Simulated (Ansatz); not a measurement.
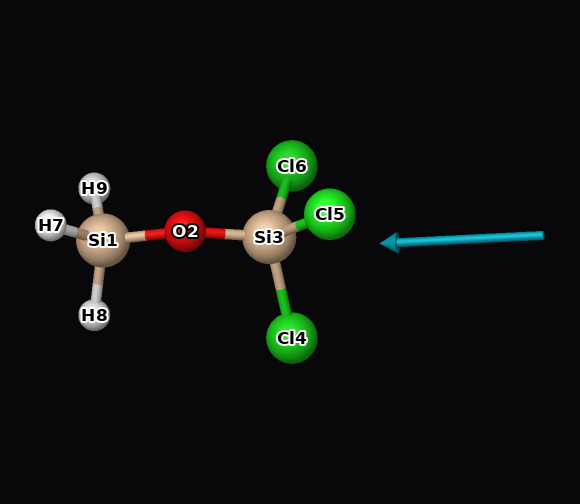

The arrow beside the molecule shows the direction of the dipole moment, from the negative to the positive end (its length means nothing). Computed geometry: PBE-D4/def2-SVP optimisation. No frequency run is at hand to confirm it as a minimum. Level of theory: RKS PBE-D4/def2-SVP (Ansatz 0.2.0).

Estimate the dipole moment.

1.53 D; it points from the side of Cl5 to the side of H7 (the outermost atoms at the two ends).
